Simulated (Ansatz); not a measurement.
# Cl₃H₃HfO: search for a transition state, part 1 of 2

Wanted: the transition state of a four-centre ligand exchange (form Hf1–H7, O2–H6 and break Hf1–O2, H6–H7). The guess is relaxed with those distances held, a saddle search follows, and vibrations and two downhill relaxations check it.

The runs use Ansatz 0.2.0, Gaussian basis; PBE0-D4, def2-SVP first, then def2-TZVP.

143 further runs of the same task are left out: 143 set aside as unsound or not needed.

## (1) The system as given

The guess: 8 atoms, charge 0, spin multiplicity 1.

Atoms are counted from 1 here; the program's logs count them from 0.

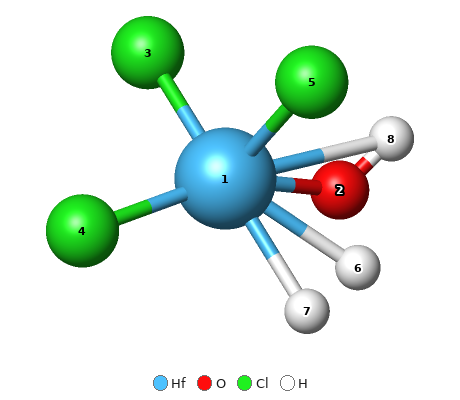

The starting geometry (hafnium blue, oxygen red, chlorine green, hydrogen white); atoms are numbered from 1 in the order of the file.

As a file:

```
Hf   -0.4990   -0.0887   -0.3499
O     0.9858   -0.6346    0.7886
Cl   -0.0944   -1.6692   -1.9576
Cl   -2.6864    0.2197   -0.9116
Cl    0.6408    1.6685   -1.2655
H     0.3975    0.2701    1.5727
H    -0.6640    0.7441    1.5637
H     1.9198   -0.5098    0.5597
```

Distances that are to change: Hf1–H7 2.09 Å, O2–H6 1.33 Å, Hf1–O2 1.95 Å, H6–H7 1.16 Å.

## (2) Constrained relaxation of the guess

The input, hold/in.yaml:

```yaml
crystal:
  periodic: [false, false, false]
  atoms:
    - {symbol: Hf, position_ang: [-0.499000, -0.088700, -0.349900]}
    - {symbol: O, position_ang: [0.985800, -0.634600, 0.788600]}
    - {symbol: Cl, position_ang: [-0.094400, -1.669200, -1.957600]}
    - {symbol: Cl, position_ang: [-2.686400, 0.219700, -0.911600]}
    - {symbol: Cl, position_ang: [0.640800, 1.668500, -1.265500]}
    - {symbol: H, position_ang: [0.397500, 0.270100, 1.572700]}
    - {symbol: H, position_ang: [-0.664000, 0.744100, 1.563700]}
    - {symbol: H, position_ang: [1.919800, -0.509800, 0.559700]}
basis:
  gaussian: {orbitals: def2-SVP}
hamiltonian: {xc: pbe0, dispersion: d4}
relax: {f_tol: 0.04, max_steps: 150, escape_saddle: false, constraints: [{distance: [0, 6]}, {distance: [1, 5]}, {distance: [0, 1]}, {distance: [5, 6]}]}
```

On the command line:

```bash
ansatz run in.yaml --threads 8 --pin off --events-out ev --progress --plain --max-ram 19148MiB
```

Log, cut to the lines that bear on the results:

```text
Functional definition: PBE0
  name "PBE0"
  cite "Adamo & Barone, J. Chem. Phys. 110, 6158 (1999) doi:10.1063/1.478522"
  cite "Perdew, Burke & Ernzerhof, Phys. Rev. Lett. 77, 3865 (1996) doi:10.1103/PhysRevLett.77.3865"
  parent pbe
[...]
1165 factors; integrals over basis functions are off by at most 2.3e-4 eV
[...]
mean field -40947.87997438 eV, -1504.8068335885 hartree, gradient 5.9e-5 eV, S^2 0.000000; 0 other end points of the search recorded, 0 dependent functions left out
[...]
reference -40947.88003401 eV, -1504.8068357799 hartree; 37, 37 occupied and 78, 78 virtual orbitals, 1165 factors
relax step   1: F+E_penalty+E_count = -40948.07664942 eV  Δ(F+E_penalty+E_count) = +0.000e0 eV  max|allowed force component| = 1.894e0 eV/Å  Δτ_max = 0.0000 Å  (27 SCF iters, accepted)
[...]
relax step   3: F+E_penalty+E_count = -40948.57257248 eV  Δ(F+E_penalty+E_count) = -1.203e-1 eV  max|allowed force component| = 5.507e-1 eV/Å  Δτ_max = 0.1949 Å  (35 SCF iters, accepted)
[...]
relax step   5: F+E_penalty+E_count = -40948.67202103 eV  Δ(F+E_penalty+E_count) = -4.181e-2 eV  max|allowed force component| = 3.778e-1 eV/Å  Δτ_max = 0.1948 Å  (29 SCF iters, accepted)
[...]
relax step   7: F+E_penalty+E_count = -40948.73254944 eV  Δ(F+E_penalty+E_count) = -2.261e-2 eV  max|allowed force component| = 1.230e-1 eV/Å  Δτ_max = 0.1994 Å  (29 SCF iters, accepted)
[...]
  distance Hf 0 - H 6 held at 2.093477 Å   reaction = -3.7136e-1 eV/Å
  distance O 1 - H 5 held at 1.333938 Å   reaction = -2.3004e-2 eV/Å
  distance Hf 0 - O 1 held at 1.949056 Å   reaction = -1.5727e0 eV/Å
  distance H 5 - H 6 held at 1.162557 Å   reaction = +2.2253e0 eV/Å
1165 factors; integrals over basis functions are off by at most 2.8e-4 eV
[...]
mean field -40948.55313169 eV, -1504.8315716634 hartree, gradient 1.1e-5 eV, S^2 0.000000; 1 other end points of the search recorded, 0 dependent functions left out
[...]
reference -40948.55319174 eV, -1504.8315738701 hartree; 37, 37 occupied and 78, 78 virtual orbitals, 1165 factors
Total energy: -40948.73842778 eV, -1504.8383811693 hartree
Atom 0 at    -0.301632     0.080678    -0.550247 Å, force    -0.927779     0.414072    -1.410344 eV/Å
Atom 1 at     0.882934    -0.686051     0.794279 Å, force     0.961341    -0.631241     1.075408 eV/Å
Atom 2 at     0.212066    -1.504665    -2.227478 Å, force     0.000248     0.003513     0.004038 eV/Å
Atom 3 at    -2.608615    -0.233287    -0.264691 Å, force    -0.009753    -0.000151     0.000403 eV/Å
Atom 4 at     0.385004     2.095122    -1.534837 Å, force    -0.002207     0.007446    -0.002574 eV/Å
Atom 5 at     0.329469     0.349665     1.427020 Å, force    -1.468701     1.642491    -0.376275 eV/Å
Atom 6 at    -0.438007     1.196900     1.215566 Å, force     1.448899    -1.433217     0.707591 eV/Å
Atom 7 at     1.538881    -1.298262     1.140489 Å, force    -0.002047    -0.002913     0.001753 eV/Å
Dipole moment:     0.527258    -0.275108     0.694881 e Å
```

Wall time 14 s (8 threads of Arm Neoverse V2, shared host).

Along the way: (the energy doesn't fall at every step)

| step | energy from step 1 (eV) | largest force component (eV/Å) |
| --- | --- | --- |
| 1 | 0.0000 | 1.8941 |
| 2 | -0.3756 | 0.6430 |
| 3 | -0.4959 | 0.5507 |
| 4 | -0.5536 | 0.2565 |
| 5 | -0.5954 | 0.3778 |
| 6 | -0.6333 | 0.1034 |
| 7 | -0.6559 | 0.1230 |
| 8 | -0.6601 | 0.0940 |
| 9 | -0.6527 | 0.5809 |
| 10 | -0.6617 | 0.0176 |

Distances of close pairs at the start and the end, largest changes first:

| bond | before (Å) | after (Å) | change (Å) |
| --- | --- | --- | --- |
| Hf1–H8 | 2.618 | 2.854 | +0.236 |
| Hf1–Cl3 | 2.290 | 2.364 | +0.074 |
| Hf1–Cl4 | 2.279 | 2.346 | +0.066 |
| Hf1–Cl5 | 2.286 | 2.345 | +0.059 |
| Hf1–H6 | 2.151 | 2.093 | -0.059 |
| O2–H8 | 0.970 | 0.962 | -0.008 |
| Hf1–O2 | 1.949 | 1.949 | +0.000 |
| Hf1–H7 | 2.093 | 2.093 | -0.000 |

## (3) Force constants to start from

The input, hessian/in.yaml:

```yaml
crystal:
  periodic: [false, false, false]
  atoms:
    - {symbol: Hf, position_ang: [-0.301632, 0.080678, -0.550247]}
    - {symbol: O, position_ang: [0.882934, -0.686051, 0.794279]}
    - {symbol: Cl, position_ang: [0.212066, -1.504665, -2.227478]}
    - {symbol: Cl, position_ang: [-2.608615, -0.233287, -0.264691]}
    - {symbol: Cl, position_ang: [0.385004, 2.095122, -1.534837]}
    - {symbol: H, position_ang: [0.329469, 0.349665, 1.427020]}
    - {symbol: H, position_ang: [-0.438007, 1.196900, 1.215566]}
    - {symbol: H, position_ang: [1.538881, -1.298262, 1.140489]}
basis:
  gaussian: {orbitals: def2-SVP}
hamiltonian: {xc: pbe0, dispersion: d4}
phonons: {}
scf: {lower_state_search: off}
```

On the command line:

```bash
ansatz run in.yaml --threads 8 --pin off --events-out ev --progress --plain --max-ram 19148MiB
```

Log, cut to the lines that bear on the results:

```text
[... 5 set-up lines as earlier in the session ...]
[...]
1167 factors; integrals over basis functions are off by at most 2.1e-4 eV
[...]
mean field -40948.55316657 eV, -1504.8315729454 hartree, gradient 6.6e-6 eV, S^2 0.000000; 0 other end points of the search recorded, 0 dependent functions left out
[...]
reference -40948.55322662 eV, -1504.8315751520 hartree; 37, 37 occupied and 78, 78 virtual orbitals, 1167 factors
[... from here to the last solve, the lines of the solves are left out (47 solves) ...]
1167 factors; integrals over basis functions are off by at most 2.1e-4 eV
mean field -40948.55312904 eV, -1504.8315715659 hartree, gradient 1.1e-6 eV, S^2 0.000000; 0 other end points of the search recorded, 0 dependent functions left out
[...]
WARN: phonons: modes at or below zero, which the zero-point energy, F, S and C_V leave out: 1, the lowest at -1505.37 cm⁻¹. A minimum has none, and a first-order saddle one
[...]
Atom 0 at    -0.301632     0.080678    -0.550247 Å, force    -0.928573     0.414907    -1.411825 eV/Å
Atom 1 at     0.882934    -0.686051     0.794279 Å, force     0.961196    -0.631489     1.075470 eV/Å
Atom 2 at     0.212066    -1.504665    -2.227478 Å, force     0.000696     0.003105     0.004329 eV/Å
Atom 3 at    -2.608615    -0.233287    -0.264691 Å, force    -0.009286    -0.000052     0.000839 eV/Å
Atom 4 at     0.385004     2.095122    -1.534837 Å, force    -0.002321     0.007257    -0.002158 eV/Å
Atom 5 at     0.329469     0.349665     1.427020 Å, force    -1.468712     1.642527    -0.376218 eV/Å
Atom 6 at    -0.438007     1.196900     1.215566 Å, force     1.449046    -1.433345     0.707796 eV/Å
Atom 7 at     1.538881    -1.298262     1.140489 Å, force    -0.002047    -0.002909     0.001767 eV/Å
Dipole moment:     0.527252    -0.275103     0.694876 e Å
Vibrations: -1505.37 66.84 82.99 99.81 103.33 132.18 237.44 300.58 366.54 374.98 389.86 434.24 710.08 988.48 1296.87 1371.19 1889.92 3936.53 cm⁻¹, zero-point energy 0.792375 eV
Checks for a lower state left out: stability, starts, cluster_reference, orbital_swaps, neighbouring_geometries, increment
```

Run time: 38 s. Hardware: 8 threads of Arm Neoverse V2, shared host.

The structure is not stationary yet, so these wavenumbers are no spectrum; the search needs only the force constants.

## (4) Saddle search in the small basis

A small driver takes partitioned rational-function steps: uphill along one mode, downhill along the rest. It calls the program once a step for energy and forces and updates the Hessian by Bofill's formula. It stops when the largest force is under 0.04 eV/Å and the followed curvature is negative. The first step's input:

The input, presaddle/in.yaml:

```yaml
crystal:
  periodic: [false, false, false]
  atoms:
    - {symbol: Hf, position_ang: [-0.301632, 0.080678, -0.550247]}
    - {symbol: O, position_ang: [0.882934, -0.686051, 0.794279]}
    - {symbol: Cl, position_ang: [0.212066, -1.504665, -2.227478]}
    - {symbol: Cl, position_ang: [-2.608615, -0.233287, -0.264691]}
    - {symbol: Cl, position_ang: [0.385004, 2.095122, -1.534837]}
    - {symbol: H, position_ang: [0.329469, 0.349665, 1.427020]}
    - {symbol: H, position_ang: [-0.438007, 1.196900, 1.215566]}
    - {symbol: H, position_ang: [1.538881, -1.298262, 1.140489]}
basis:
  gaussian: {orbitals: def2-SVP}
hamiltonian: {xc: pbe0, dispersion: d4}
output: {forces: true}
scf: {lower_state_search: off}
```

On the command line:

```bash
ansatz run in.yaml --threads 8 --pin off --events-out ev --progress --plain --max-ram 19148MiB
```

The driver's record:

| step | energy (eV) | largest force (eV/Å) | followed curvature (eV/Å²) |
| --- | --- | --- | --- |
| 1 | -40948.73844 | 1.6425 | -12.23 |
| 2 | -40948.85934 | 1.2584 | -11.57 |
| 3 | -40948.81860 | 1.0568 | -11.84 |
| 4 | -40948.89244 | 0.5612 | -12.22 |
| 5 | -40948.87820 | 0.6754 | -12.32 |
| 6 | -40948.90497 | 0.1458 | -12.21 |
| 7 | -40948.90531 | 0.5884 | -12.21 |
| 8 | -40948.90687 | 0.3775 | -12.22 |
| 9 | -40948.91317 | 0.0866 | -12.21 |
| 10 | -40948.91754 | 0.1411 | -12.21 |
| 11 | -40948.92260 | 0.3418 | -12.21 |
| 12 | -40948.93089 | 0.1670 | -12.21 |
| 13 | -40948.93657 | 0.4018 | -12.22 |
| 14 | -40948.94092 | 0.5591 | -12.23 |
| 15 | -40948.94675 | 0.0819 | -12.28 |
| 16 | -40948.94867 | 0.1692 | -12.27 |
| 17 | -40948.95071 | 0.0373 | -12.27 |

The 17 steps took 14 s in all (8 threads of Arm Neoverse V2, shared host).

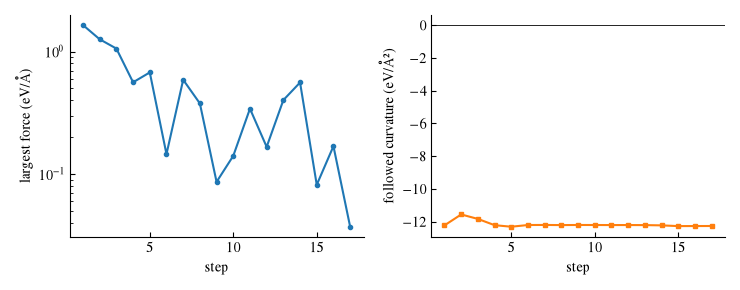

Largest force and followed curvature during the search.

## (5) Saddle search in triple zeta

A small driver takes partitioned rational-function steps: uphill along one mode, downhill along the rest. It calls the program once a step for energy and forces and updates the Hessian by Bofill's formula. It stops when the largest force is under 0.01 eV/Å and the followed curvature is negative. The first step's input:

The input, saddle/in.yaml:

```yaml
crystal:
  periodic: [false, false, false]
  atoms:
    - {symbol: Hf, position_ang: [-0.418684, 0.159164, -0.517981]}
    - {symbol: O, position_ang: [0.531711, -0.886481, 1.067938]}
    - {symbol: Cl, position_ang: [0.631269, -1.333069, -2.013996]}
    - {symbol: Cl, position_ang: [-2.715638, -0.207475, -0.358173]}
    - {symbol: Cl, position_ang: [-0.030736, 2.158960, -1.677881]}
    - {symbol: H, position_ang: [0.514399, 0.271286, 1.353042]}
    - {symbol: H, position_ang: [0.133665, 1.228941, 1.085985]}
    - {symbol: H, position_ang: [1.354113, -1.391225, 1.061165]}
basis:
  gaussian: {orbitals: def2-TZVP}
hamiltonian: {xc: pbe0, dispersion: d4}
output: {forces: true}
scf: {lower_state_search: off}
```

On the command line:

```bash
ansatz run in.yaml --threads 8 --pin off --events-out ev --progress --plain --max-ram 19148MiB
```

Step by step:

| step | energy (eV) | largest force (eV/Å) | followed curvature (eV/Å²) |
| --- | --- | --- | --- |
| 1 | -40964.59562 | 0.2051 | -12.27 |
| 2 | -40964.59408 | 0.6674 | -12.25 |
| 3 | -40964.60011 | 0.2964 | -12.25 |
| 4 | -40964.60458 | 0.3039 | -12.43 |
| 5 | -40964.60640 | 0.2165 | -12.38 |
| 6 | -40964.60738 | 0.1445 | -11.76 |
| 7 | -40964.60727 | 0.1207 | -12.03 |
| 8 | -40964.60769 | 0.0797 | -11.81 |
| 9 | -40964.60790 | 0.0527 | -11.51 |
| 10 | -40964.60787 | 0.0558 | -11.72 |
| 11 | -40964.60808 | 0.0487 | -11.75 |
| 12 | -40964.60820 | 0.0364 | -11.51 |
| 13 | -40964.60831 | 0.0394 | -11.52 |
| 14 | -40964.60850 | 0.0293 | -11.50 |
| 15 | -40964.60852 | 0.0278 | -9.05 |
| 16 | -40964.60852 | 0.0204 | -9.39 |
| 17 | -40964.60859 | 0.0180 | -9.61 |
| 18 | -40964.60862 | 0.0202 | -9.58 |
| 19 | -40964.60863 | 0.0091 | -9.59 |

The 19 steps took 33 s in all (8 threads of Arm Neoverse V2, shared host).

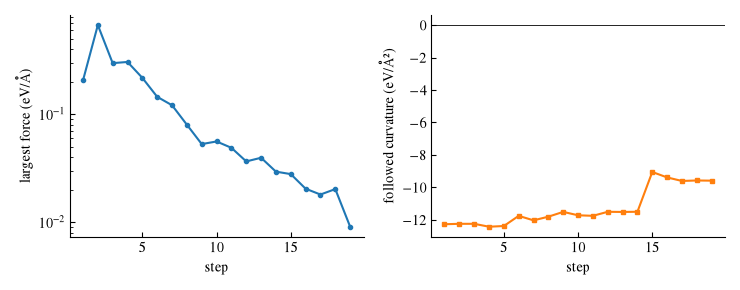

Largest force and followed curvature during the search.

The point found:

```
Hf   -0.38383    0.17315   -0.52630
O     0.40982   -0.89886    1.13845
Cl    0.73112   -1.25099   -2.01565
Cl   -2.65418   -0.27840   -0.35528
Cl   -0.21492    2.20322   -1.68024
H     0.57899    0.27417    1.31743
H     0.35687    1.25656    0.99359
H     1.17623   -1.47876    1.12809
```

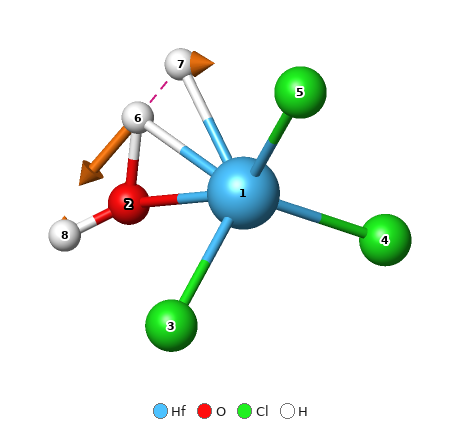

The point found; broken lines mark the pairs that react, arrows the followed mode.

## (6) Vibrations at the point found

The input, vib/in.yaml:

```yaml
crystal:
  periodic: [false, false, false]
  atoms:
    - {symbol: Hf, position_ang: [-0.383834, 0.173155, -0.526296]}
    - {symbol: O, position_ang: [0.409824, -0.898861, 1.138448]}
    - {symbol: Cl, position_ang: [0.731123, -1.250986, -2.015646]}
    - {symbol: Cl, position_ang: [-2.654184, -0.278398, -0.355284]}
    - {symbol: Cl, position_ang: [-0.214921, 2.203222, -1.680242]}
    - {symbol: H, position_ang: [0.578990, 0.274167, 1.317434]}
    - {symbol: H, position_ang: [0.356868, 1.256565, 0.993592]}
    - {symbol: H, position_ang: [1.176234, -1.478765, 1.128094]}
basis:
  gaussian: {orbitals: def2-TZVP}
hamiltonian: {xc: pbe0, dispersion: d4}
phonons: {temperatures: {t_min: 298.15, t_max: 900, t_step: 200}}
```

On the command line:

```bash
ansatz run in.yaml --threads 8 --pin off --events-out ev --progress --plain --max-ram 19148MiB
```

Log, cut to the lines that bear on the results:

```text
[... 5 set-up lines as earlier in the session ...]
[...]
1480 factors; their error is unknown
[...]
mean field -40964.42621727 eV, -1505.4148967991 hartree, gradient 3.6e-5 eV, S^2 0.000000; 0 other end points of the search recorded, 0 dependent functions left out
[...]
reference -40964.42625041 eV, -1505.4148980173 hartree; 37, 37 occupied and 163, 163 virtual orbitals, 1480 factors
[... from here to the last solve, the lines of the solves are left out (47 solves) ...]
1480 factors; their error is unknown
[...]
mean field -40964.42619679 eV, -1505.4148960468 hartree, gradient 1.9e-6 eV, S^2 0.000000; 0 other end points of the search recorded, 0 dependent functions left out
[...]
WARN: phonons: modes at or below zero, which the zero-point energy, F, S and C_V leave out: 1, the lowest at -1123.73 cm⁻¹. A minimum has none, and a first-order saddle one
[...]
Total energy: -40964.60862898 eV, -1505.4216003059 hartree
Atom 0 at    -0.383834     0.173155    -0.526296 Å, force    -0.000018    -0.002886     0.003388 eV/Å
Atom 1 at     0.409824    -0.898861     1.138448 Å, force    -0.009049     0.006172    -0.006920 eV/Å
Atom 2 at     0.731123    -1.250986    -2.015646 Å, force     0.000223     0.000406    -0.001765 eV/Å
Atom 3 at    -2.654184    -0.278398    -0.355284 Å, force     0.001734    -0.000099     0.002061 eV/Å
Atom 4 at    -0.214921     2.203222    -1.680242 Å, force     0.000876     0.001585    -0.000573 eV/Å
Atom 5 at     0.578990     0.274167     1.317434 Å, force     0.000866    -0.000335    -0.001853 eV/Å
Atom 6 at     0.356868     1.256565     0.993592 Å, force    -0.001492     0.000551     0.000303 eV/Å
Atom 7 at     1.176234    -1.478765     1.128094 Å, force     0.006861    -0.005394     0.005361 eV/Å
Dipole moment:     0.384738    -0.260378     0.468668 e Å
Vibrations: -1123.73 58.59 93.70 112.07 120.54 162.79 239.23 367.89 376.20 390.64 454.35 554.90 567.68 1098.23 1364.64 1687.93 1904.61 3879.57 cm⁻¹, zero-point energy 0.832775 eV
```

Wall time 78 s (8 threads of Arm Neoverse V2, shared host); peak memory 0.66 GiB.

The modes, with what each moves most:

| mode | wavenumber (cm⁻¹) | character |
| --- | --- | --- |
| 1 | 1124i | changes O2–H6, H6–H7 |
| 2 | 59 | bend |
| 3 | 94 | bend |
| 4 | 112 | bend |
| 5 | 121 | bend |
| 6 | 163 | bend |
| 7 | 239 | bend |
| 8 | 368 | Hf–Cl stretch |
| 9 | 376 | Hf–Cl stretch |
| 10 | 391 | Hf–Cl stretch |
| 11 | 454 | bend |
| 12 | 555 | Hf–O stretch with bend |
| 13 | 568 | bend |
| 14 | 1098 | Hf–H stretch with bend |
| 15 | 1365 | bend |
| 16 | 1688 | bend with Hf–H stretch |
| 17 | 1905 | Hf–H stretch with bend |
| 18 | 3880 | O–H stretch |

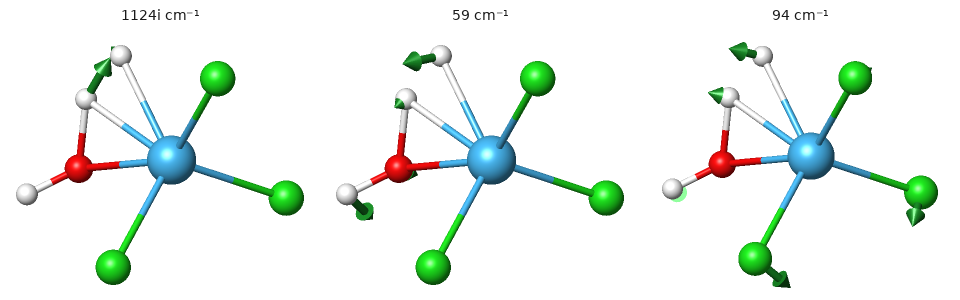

Displacements of 3 modes, as arrows.

Vibrational sums (real modes only):

| T (K) | entropy (J/mol/K) | heat capacity (J/mol/K) |
| --- | --- | --- |
| 298 | 99.5 | 83.9 |
| 498 | 147.2 | 101.4 |
| 698 | 183.2 | 112.0 |
| 898 | 212.3 | 118.9 |

## (7) Relaxing after a step of 0.30 Å one way along the mode

The input, downa/in.yaml:

```yaml
crystal:
  periodic: [false, false, false]
  atoms:
    - {symbol: Hf, position_ang: [-0.416665, 0.258482, -0.549455]}
    - {symbol: O, position_ang: [0.401506, -0.837786, 1.215021]}
    - {symbol: Cl, position_ang: [0.715461, -1.233887, -2.013708]}
    - {symbol: Cl, position_ang: [-2.649859, -0.296036, -0.356947]}
    - {symbol: Cl, position_ang: [-0.199761, 2.230459, -1.729631]}
    - {symbol: H, position_ang: [0.692387, -0.001910, 1.347807]}
    - {symbol: H, position_ang: [0.273149, 1.303991, 0.928061]}
    - {symbol: H, position_ang: [1.183882, -1.423213, 1.158951]}
basis:
  gaussian: {orbitals: def2-TZVP}
hamiltonian: {xc: pbe0, dispersion: d4}
relax: {f_tol: 0.005, max_steps: 200}
```

On the command line:

```bash
ansatz run in.yaml --threads 8 --pin off --events-out ev --progress --plain --max-ram 19148MiB
```

Log, cut to the lines that bear on the results:

```text
[... 5 set-up lines as earlier in the session ...]
[...]
1480 factors; their error is unknown
[...]
mean field -40964.21560262 eV, -1505.4071568538 hartree, gradient 2.5e-5 eV, S^2 0.000000; 0 other end points of the search recorded, 0 dependent functions left out
[...]
reference -40964.21563649 eV, -1505.4071580984 hartree; 37, 37 occupied and 163, 163 virtual orbitals, 1480 factors
relax step   1: F+E_penalty+E_count = -40964.39689438 eV  Δ(F+E_penalty+E_count) = +0.000e0 eV  max|allowed force component| = 6.226e0 eV/Å  Δτ_max = 0.0000 Å  (30 SCF iters, accepted)
[...]
reference -40964.86538789 eV, -1505.4310360221 hartree; 37, 37 occupied and 163, 163 virtual orbitals, 1480 factors
Total energy: -40965.06576062 eV, -1505.4383995840 hartree
Atom 0 at    -0.358350     0.449244    -0.605007 Å, force     0.000693     0.001806     0.003072 eV/Å
Atom 1 at     0.362057    -0.909170     1.143569 Å, force    -0.000367     0.002018    -0.000650 eV/Å
Atom 2 at     1.065371    -1.062423    -1.761705 Å, force     0.000473    -0.000770     0.000055 eV/Å
Atom 3 at    -2.557778    -0.186330    -0.142590 Å, force     0.000078    -0.000176    -0.000173 eV/Å
Atom 4 at    -0.542508     2.201135    -2.128139 Å, force    -0.000437    -0.000401    -0.000469 eV/Å
Atom 5 at     0.729921    -0.428750     1.892049 Å, force    -0.000838     0.000338     0.000845 eV/Å
Atom 6 at     0.327513     1.546783     0.710518 Å, force    -0.000216    -0.001190    -0.000973 eV/Å
Atom 7 at     0.973873    -1.610389     0.891405 Å, force     0.000614    -0.001627    -0.001707 eV/Å
Dipole moment:     0.486295    -0.492633     0.764763 e Å
```

Wall time 26 s (8 threads of Arm Neoverse V2, shared host); peak memory 0.66 GiB.

Relaxation path:

| step | energy from step 1 (eV) | largest force component (eV/Å) |
| --- | --- | --- |
| 1 | 0.0000 | 6.2255 |
| 2 | -0.4728 | 0.4953 |
| 3 | -0.5122 | 1.5262 |
| 4 | -0.5879 | 1.1420 |
| 5 | -0.6411 | 0.7382 |
| 6 | -0.6501 | 0.5259 |
| 7 | -0.6657 | 0.0868 |
| 8 | -0.6685 | 0.0243 |
| 9 | -0.6686 | 0.0188 |
| 10 | -0.6688 | 0.0147 |
| 11 | -0.6688 | 0.0031 |

Distances of close pairs at the start and the end, largest changes first:

| bond | before (Å) | after (Å) | change (Å) |
| --- | --- | --- | --- |
| Hf1–H6 | 2.213 | 2.862 | +0.649 |
| Hf1–O2 | 2.233 | 2.328 | +0.096 |
| Hf1–H7 | 1.937 | 1.845 | -0.092 |
| O2–H6 | 0.895 | 0.962 | +0.068 |
| Hf1–Cl4 | 2.309 | 2.336 | +0.027 |
| Hf1–Cl5 | 2.308 | 2.329 | +0.020 |
| O2–H8 | 0.979 | 0.964 | -0.015 |
| Hf1–Cl3 | 2.378 | 2.377 | -0.001 |

(Continued in part 2 of 2.)
